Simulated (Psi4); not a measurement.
# CCSD(T)/cc-pVDZ run of C2H6Si (SMILES CC[SiH])

Aim: the vertical singlet–triplet gap of C2H6Si at CCSD(T)/cc-pVDZ, from 2 runs. Input form: a Python script.

Program for the calculation: Psi4 1.11.

2 further runs of the same task are left out: 2 set aside as unsound or not needed.

**1. Starting point**

The species is C2H6Si (9 atoms), meant as a singlet with charge 0. SMILES: `CC[SiH]`. Geometry: relaxed at PBE0-D4/def2-TZVP. This is one conformer, not always the lowest.

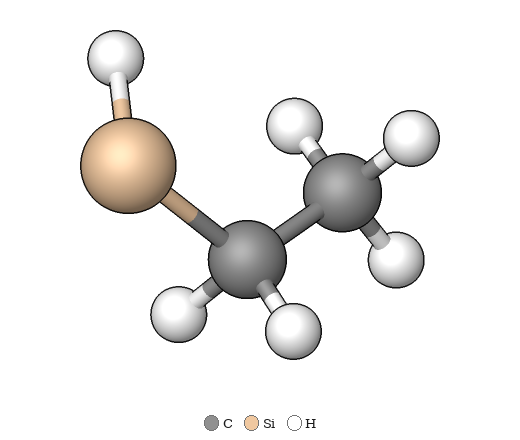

The structure, seen from a chosen angle (carbon grey, silicon light orange, hydrogen white).

**2. A single-point energy at CCSD(T)/cc-pVDZ**

Input file c2h6si.xyz:

```xyz
9
C2H6Si
C     -0.593600     0.495600    -0.562700
C      0.423400    -0.563800    -0.158900
Si     1.475100    -0.358700     1.398700
H     -1.208900     0.173100    -1.407700
H     -0.098000     1.423000    -0.860500
H     -1.258400     0.736300     0.269500
H      1.051000    -0.864800    -1.004300
H     -0.103000    -1.497700     0.133400
H      0.401100     0.410600     2.175300
```

Input file c2h6si.py:

```python
import psi4

psi4.set_memory(2200000000)
psi4.set_num_threads(1)
psi4.core.set_output_file('run.log', False)

with open('c2h6si.xyz') as f:
    atoms = ''.join(f.readlines()[2:])
mol = psi4.geometry('0 1\n' + atoms + 'symmetry c1\nno_reorient\nno_com')

psi4.set_options({
    'basis': 'cc-pVDZ',
    'reference': 'rhf',
    'puream': True,
    'e_convergence': 1e-09,
    'd_convergence': 1e-08,
    'scf_type': 'pk',
    'num_frozen_docc': 7,
})

E, wfn = psi4.energy('ccsd(t)', return_wfn=True)
print(f'ccsd(t) energy: {E:.10f} Eh')
```

Started as:

```bash
$ python c2h6si.py
```

run.log:

```text
[...]
  Running in c1 symmetry.
[...]
  Nuclear repulsion =   95.800476581944153
[...]
  Multiplicity = 1
[...]
  Nalpha       = 16
  Nbeta        = 16
[...]
    Number of basis functions: 76
[...]
   @RHF iter   1:  -368.00718507851434   -6.27137e-01   4.78154e-03 ADIIS/DIIS
[...]
   @RHF iter  13:  -368.09845257481504   -3.46745e-12   2.48549e-09 DIIS
[...]
    Orbital Energies [Eh]
    ---------------------
    Doubly Occupied:
       1A    -68.786413     2A    -11.227556     3A    -11.219444
       4A     -6.132196     5A     -4.235861     6A     -4.233855
       7A     -4.232508     8A     -1.024806     9A     -0.851399
      10A     -0.648362    11A     -0.601281    12A     -0.555196
      13A     -0.520209    14A     -0.493201    15A     -0.418935
      16A     -0.314594
[...]
  @RHF Final Energy:  -368.09845257481504
   => Energetics <=
    Nuclear Repulsion Energy =             95.8004765819441531
    One-Electron Energy =                -696.8062276551722789
    Two-Electron Energy =                 232.9072984984130699
    Total Energy =                       -368.0984525748150418
[...]
 Multipole Moments:
 ------------------------------------------------------------------------------------
     Multipole            Electronic (a.u.)      Nuclear  (a.u.)        Total (a.u.)
 ------------------------------------------------------------------------------------
 L = 1.  Multiply by 2.5417464519 to convert [e a0] to [Debye]
 Dipole X            :        -35.1149857           34.7974169           -0.3175688
 Dipole Y            :          9.5626126           -9.5440618            0.0185508
 Dipole Z            :        -27.8538780           27.5104440           -0.3434341
 Magnitude           :                                                    0.4681250
[...]
      * MP2 total energy                      = -368.474595036515439
[...]
      * CCSD total energy                     = -368.526651363477015
[...]
      * CCSD(T) total energy                  = -368.538917094068609
```

The script printed:

```text
ccsd(t) energy: -368.5389170941 Eh
```

Wall time 18 s (1 thread of Intel Xeon Platinum 8488C (Sapphire Rapids), shared host); peak memory 0.43 GiB.

**3. The triplet, same level**

c2h6si.xyz is that of step 2.

Input file job.py:

```python
import psi4

psi4.set_memory(2200000000)
psi4.set_num_threads(1)
psi4.core.set_output_file('c2h6si.out', False)

with open('c2h6si.xyz') as f:
    atoms = ''.join(f.readlines()[2:])
m = psi4.geometry('0 3\n' + atoms + 'symmetry c1\nno_reorient\nno_com')

psi4.set_options({
    'reference': 'uhf',
    'puream': True,
    'e_convergence': 1e-09,
    'd_convergence': 1e-08,
    'scf_type': 'pk',
    'num_frozen_docc': 7,
    'maxiter': 100,
})

e_tot = psi4.energy("ccsd(t)/cc-pVDZ", molecule=m)
print(f'total energy {e_tot:.8f} hartree = {e_tot * 27.211386:.5f} eV')
```

Started as:

```bash
$ python job.py
```

c2h6si.out:

```text
[...]
  Running in c1 symmetry.
[...]
  Nuclear repulsion =   95.800476581944153
[...]
  Multiplicity = 3
[...]
  Nalpha       = 17
  Nbeta        = 15
[...]
    Number of basis functions: 76
[...]
   @UHF iter   1:  -367.96401389934385   -5.83966e-01   4.94032e-03 ADIIS/DIIS
[...]
   @UHF iter  15:  -368.07122467558077   -7.04858e-12   9.93035e-09 DIIS
[...]
   @S^2 Observed:                2.004306897E+00
[...]
    Orbital Energies [Eh]
    ---------------------
    Alpha Occupied:
       1A    -68.789747     2A    -11.229300     3A    -11.227619
       4A     -6.140445     5A     -4.251186     6A     -4.247275
       7A     -4.240095     8A     -1.027760     9A     -0.855151
      10A     -0.683776    11A     -0.605807    12A     -0.569016
      13A     -0.523421    14A     -0.495288    15A     -0.428845
      16A     -0.392436    17A     -0.283248
    Alpha Virtual:
      18A      0.131801    19A      0.187880    20A      0.204985
      21A      0.239375    22A      0.243982    23A      0.273655
      24A      0.284586    25A      0.359114    26A      0.411610
[...]
  @UHF Final Energy:  -368.07122467558077
   => Energetics <=
    Nuclear Repulsion Energy =             95.8004765819441531
    One-Electron Energy =                -696.7025291592245821
    Two-Electron Energy =                 232.8308279016996494
    Total Energy =                       -368.0712246755807655
  UHF NO Occupations:
  HONO-2 :   15  A 1.9982814
  HONO-1 :   16  A 1.0000000
[...]
 Multipole Moments:
 ------------------------------------------------------------------------------------
     Multipole            Electronic (a.u.)      Nuclear  (a.u.)        Total (a.u.)
 ------------------------------------------------------------------------------------
 L = 1.  Multiply by 2.5417464519 to convert [e a0] to [Debye]
 Dipole X            :        -34.7182176           34.7974169            0.0791993
 Dipole Y            :          9.3420365           -9.5440618           -0.2020253
 Dipole Z            :        -27.7666343           27.5104440           -0.2561904
 Magnitude           :                                                    0.3357384
[...]
      * MP2 total energy                      = -368.431856914927948
[...]
      * CCSD total energy                     = -368.478864789878116
[...]
      * CCSD(T) total energy                     = -368.490779877958801
```

On the terminal:

```text
total energy -368.49077988 hartree = -10027.14485 eV
```

Run time: 46 s. Hardware: 1 thread of Intel Xeon Platinum 8488C (Sapphire Rapids), shared host; peak memory 0.47 GiB.

**4. Outcome**

At CCSD(T)/cc-pVDZ, 7 core orbitals frozen:

| quantity | value |
| --- | --- |
| singlet: total energy | -368.53892 Eh |
| singlet: HOMO energy (Hartree–Fock orbitals) | -8.56 eV |
| singlet: LUMO energy (Hartree–Fock orbitals) | 0.89 eV |
| singlet: HOMO–LUMO gap (Hartree–Fock orbitals) | 9.45 eV |
| singlet: correlation energy (7 core orbitals frozen) | -440.5 mEh |
| singlet: (T) correction | -12.27 mEh |
| singlet: T1 diagnostic | 0.011 |
| triplet: total energy | -368.49078 Eh |
| triplet: HOMO energy (Hartree–Fock orbitals) (highest over α and β) | -7.71 eV |
| triplet: LUMO energy (Hartree–Fock orbitals) (lowest over α and β) | 0.49 eV |
| triplet: correlation energy (7 core orbitals frozen) | -419.6 mEh |
| triplet: (T) correction | -11.92 mEh |
| triplet: ⟨S²⟩ of the reference determinant | 2.004 |
| triplet: T1 diagnostic | 0.019 |
| vertical energy of the triplet above the singlet | 1.310 eV |

**Reading.** At this shape the triplet lies 1.31 eV (30 kcal/mol) above the singlet. The triples (singlet) make up 2.8 % of the correlation energy. The triples (triplet) make up 2.8 % of the correlation energy.
